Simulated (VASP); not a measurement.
Band structure of GeSe₂ (space group R-3m). Computed with PBE GGA, VASP's PBE PAW potentials (set 64) (plane waves; VASP).

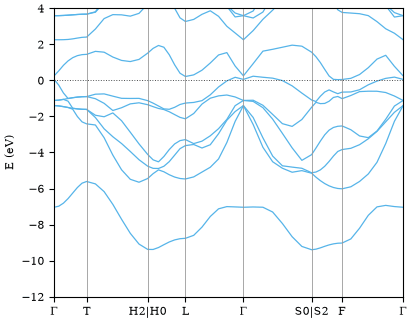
Fig. 1. Bands along high-symmetry lines, zero at the valence-band maximum or, without a gap, the Fermi level

Problem. Read the plot: is there a gap, and where are the band edges?

Solution. It has no gap at this level: it comes out as a metal or semimetal.

The structure was generated: GeSe2 was put into an ordered model structure, which need not be its known phase. The cell was not relaxed at this level. The k-mesh is coarse (spacing up to 0.34 per Å, 2π included), so the numbers may not be converged in it.
